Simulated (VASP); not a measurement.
Band structure of CoO. Calculation: PBE GGA, VASP's PBE PAW potentials (set 64) (plane waves; VASP).

The cell holds a wide vacuum, so values per volume refer to the whole cell. The moments were started parallel, and other spin orders were not tried in this run.

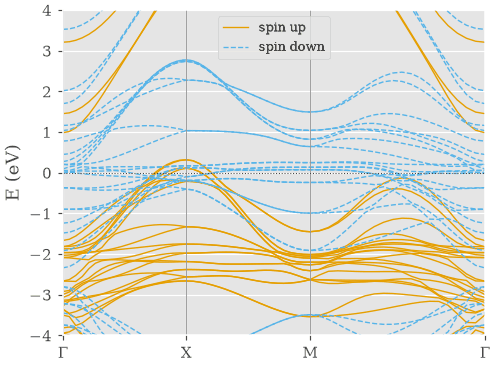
*Bands along high-symmetry lines, zero at the valence-band maximum or, without a gap, the Fermi level*

**Question.** Read the plot: is there a gap, and where are the band edges?

**Answer.** It has no gap at this level: it comes out as a metal or semimetal.

The cell is a sheet with vacuum, built from a generated structure.
